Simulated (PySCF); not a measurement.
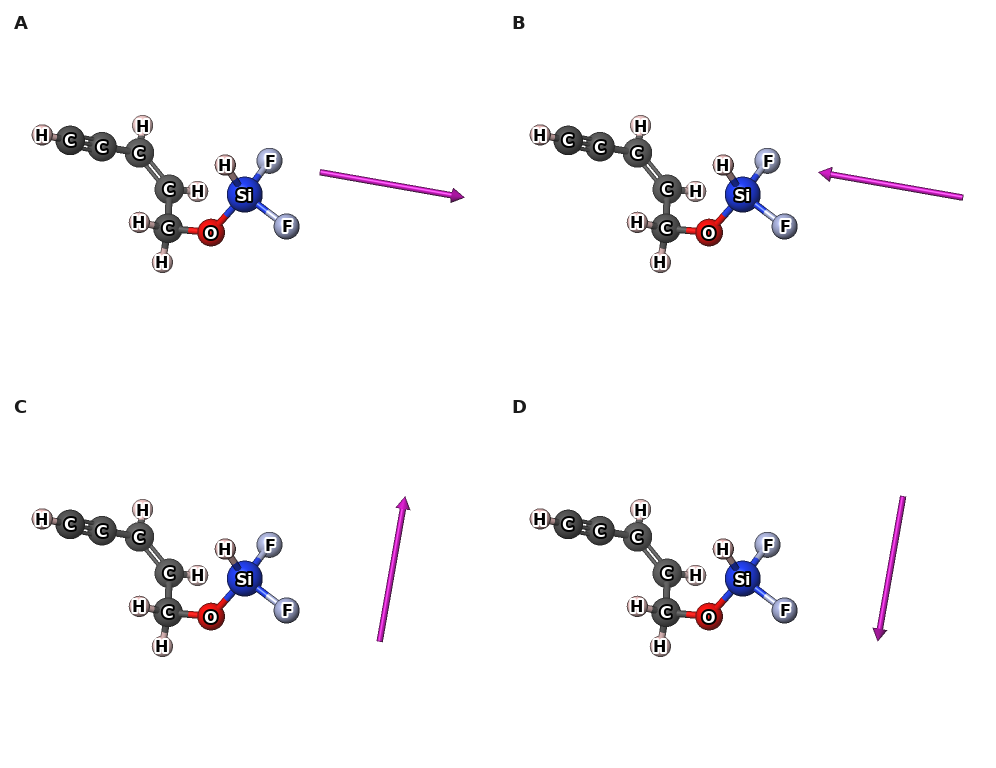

The same molecule four times, each with an arrow. Computed geometry: GFN2-xTB optimisation. No frequency run is at hand to confirm it as a minimum. Method: PBE0/pcSseg-1, gas phase (PySCF 2.14.0).

### Which arrow points along the dipole moment, from the negative to the positive end?

B. The dipole moment is 3.06 D.

The geometry is semi-empirical. Around Si such bond lengths and angles can be off by a tenth of an ångström or more and by several degrees, and values that hang on the shape move with them.
